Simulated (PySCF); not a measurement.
C2H8OSi3 (SMILES O=C1C[SiH2][SiH2][SiH2]1)

Input file:

```
{"job": {"kind": "uv", "xc": "CAM-B3LYP", "basis": "def2-SVPD", "nstates": 8, "ntriplets": 3}, "charge": 0, "multiplicity": 1}
O      0.088669    -1.577338     2.056800
C      0.145606    -1.178542     0.912229
C     -1.055834    -1.084131     0.027197
Si    -1.460247     0.774964    -0.281324
Si     0.728775     1.543685    -0.560310
Si     1.763739    -0.406713     0.183244
H     -1.898792    -1.616328     0.466919
H     -0.820001    -1.534564    -0.937820
H     -2.187371     1.281985     0.886834
H     -2.407899     0.807455    -1.402099
H      1.034046     2.749411     0.222237
H      1.057621     1.932013    -1.939549
H      2.231553    -1.295546    -0.888170
H      2.779458    -0.396824     1.231646
```

Command:

```sh
OMP_NUM_THREADS=1 python probes_run.py task.json out
```

Geometry: GFN2-xTB.

Computed with CAM-B3LYP/def2-SVPD, SCF density, gas phase in PySCF 2.14.0.

What can the converged electron density and electron localisation function tell about the bonding?

Answer. C–O (1.21 Å): the density is about 3.3 e/Å³ at the midpoint; the ELF peaks at about 0.90 between the atoms; a short, multiple covalent bond.
C–C (1.50 Å): the density is about 1.8 e/Å³ at the midpoint; the ELF peaks at about 0.95 between the atoms: a shared electron pair.
C–Si (1.94 Å): ρ at the midpoint is about 0.92 e/Å³; the ELF peaks at about 1 between the atoms; localised, covalent bonding.
C–H (1.09 Å): ρ is about 1.9 e/Å³ halfway; the ELF climbs to about 1 towards the hydrogen, as it does in any bond to H; a covalent bond by its length.

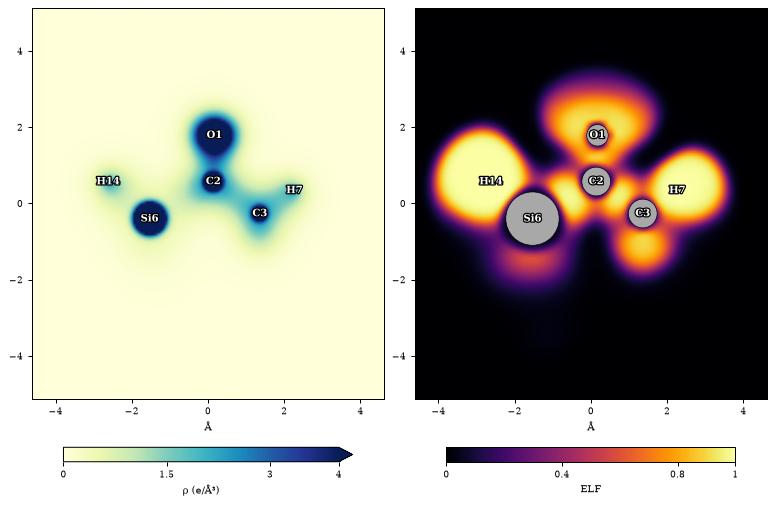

Computed electron density and electron localisation function on the plane of atoms C2, Si6 and H14, in this order. Grey discs cover the atomic cores in the ELF map. 
